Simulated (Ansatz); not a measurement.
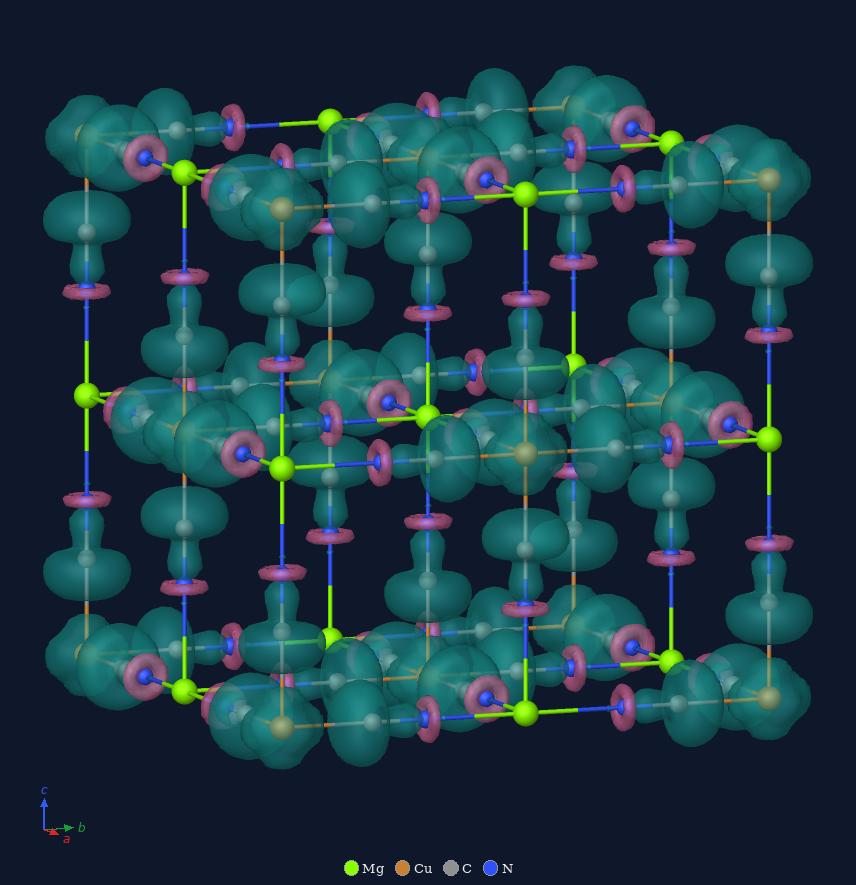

Figure 1: MgCuC₆N₆. Isosurfaces of the spin density at +0.015 (teal) and −0.015 e/Å³ (pink), seen slightly off an axis. Sticks mark near contacts.

Space group Fm-3m; a structure generated by program, which may or may not match a known phase; spin-polarised.

These are results of Ansatz 0.2.0, DFT PBE, scalar-relativistic, plane waves, PAW, not measurements.

> Which atoms carry the moments, and with what signs?

The spin density sits on Cu: +0.4 μB (×4) in one cell of 56 atoms: parallel main moments, as they must be, since the calculation's own cell holds one magnetic site. The cell of the calculation (14 atoms) carries 1.0 μB of net spin moment.
